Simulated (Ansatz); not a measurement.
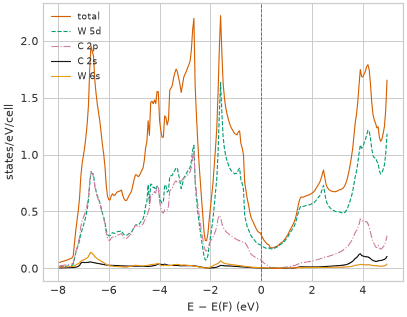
Figure: Total and projected density of states of WC in space group P-6m2 (No. 187; W on 1a, C on 1f), DFT-LDA in the program Ansatz with PAW potentials

Task: Which orbitals carry the states next to the Fermi level?

Result: Within 0.5 eV of the Fermi level: W 5d 71 %, C 2p 22 %. Projections are on Löwdin-orthogonalised atomic valence shells; empty p or d shells of many metals are not among them.

Task: Where is the tallest occupied peak in this window, and what makes it?

Result: Near -1.6 eV, about 2.2 states/eV per cell; the largest projected share is W 5d.

Symmetry was held in the LDA relaxation. The run is not spin-polarised. Scalar-relativistic: spin–orbit coupling is off unless named, which matters more the heavier the elements.

Potentials: the earlier of the program's two PAW sets. The files were generated under PBE; for other functionals the program regenerates the frozen cores, and for LDA and PBEsol the local potential too.
